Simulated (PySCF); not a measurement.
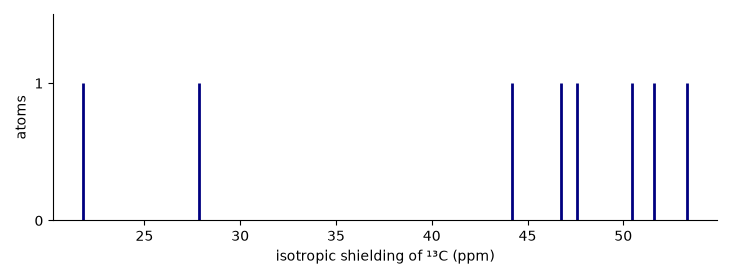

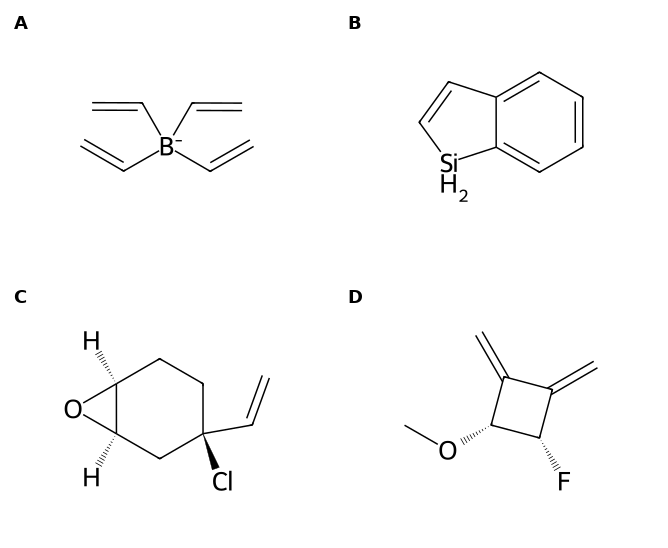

The sticks are computed shieldings of one of the molecules, for one fixed geometry (PBE0-D3(BJ)/def2-SVP) without averaging over rotations. Low shielding means a high chemical shift. Method: GIAO ωB97X-D/pcSseg-1 NMR shielding, non-relativistic, gas phase (PySCF 2.14.0).

Match the spectrum to a structure.

B, `C1=Cc2ccccc2[SiH2]1`. Its 8 C atoms give lines at 21.8, 27.8, 44.2, 46.7, 47.6, 50.4, 51.6, 53.3 ppm.
